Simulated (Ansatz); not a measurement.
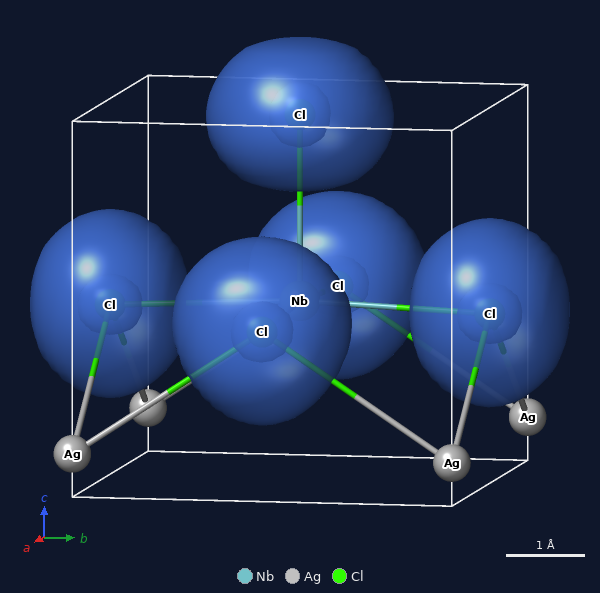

Figure 1: NbAgCl3. Isosurface of the electron localisation function at 0.7 (blue), seen slightly off an axis. Only the valence region is drawn (cores and ρ < 0.01 e/Å³ removed). Sticks mark near contacts.

Space group P4mm; started from the tetragonal perovskite_99 prototype, which need not be the ambient phase; computed without spin polarisation.

These are results of DFT PBE, scalar-relativistic, plane waves, PAW (Ansatz), not measurements.

The calculation's input:

```
crystal:
  lattice:
    - [4.9553563658, 0.0, 0.0]
    - [0.0, 4.9553563658, 0.0]
    - [0.0, 0.0, 4.9185165364]
  atoms:
    - { symbol: Nb, position: [0.5, 0.5, 0.4660583492] }
    - { symbol: Ag, position: [0.0, 0.0, 0.1112631439] }
    - { symbol: Cl, position: [0.5, 0.5, 0.9632224785] }
    - { symbol: Cl, position: [0.0, 0.5, 0.4597280142] }
    - { symbol: Cl, position: [0.5, 0.0, 0.4597280142] }
basis:
  ecutwfc: 420
kpoints:
  mp_grid: { grid: [8, 8, 8] }
hamiltonian:
  xc: pbe
scf:
  occupations: { method: gaussian, width: 0.1 }
output:
  forces: true
  stress: true
  eigenvalues: true
  write_density: true
  write_potential: true
  elf: true
  volumetric_format: npy
relax:
  adjacent_minimum: "off"
  f_tol: 0.01
  max_steps: 80
  cell: { stress_tol: 0.05 }
```

Run with:

```sh
ansatz run input.yaml --threads 1 --pin off --max-ram 2560MiB --backend cpu --events-out ev --progress --plain --runs-dir out
```

Below, planes, directions and counts refer to the conventional cell (a = 4.99 Å, b = 4.99 Å, c = 4.88 Å, α = 90.00°, β = 90.00°, γ = 90.00°).

The fields are those of the run's last geometry, not of the input's.

**Where are the electrons localised?**

At this value the surface marks out three regions wrapped around Cl (the valence shell of each), counted in one cell of 5 atoms. Regions shared between cells count once.

Values along the shortest contacts:
Nb–Cl (2.42 Å): the ELF peaks at about 0.85 in the valence shell of Cl, 0.8 Å from its nucleus, and is about 0.20 at the midpoint: no shared electron pair shows on this line. Ag–Cl (2.98 Å): the ELF is about 0.10 at the midpoint (no localised pair shows between them).
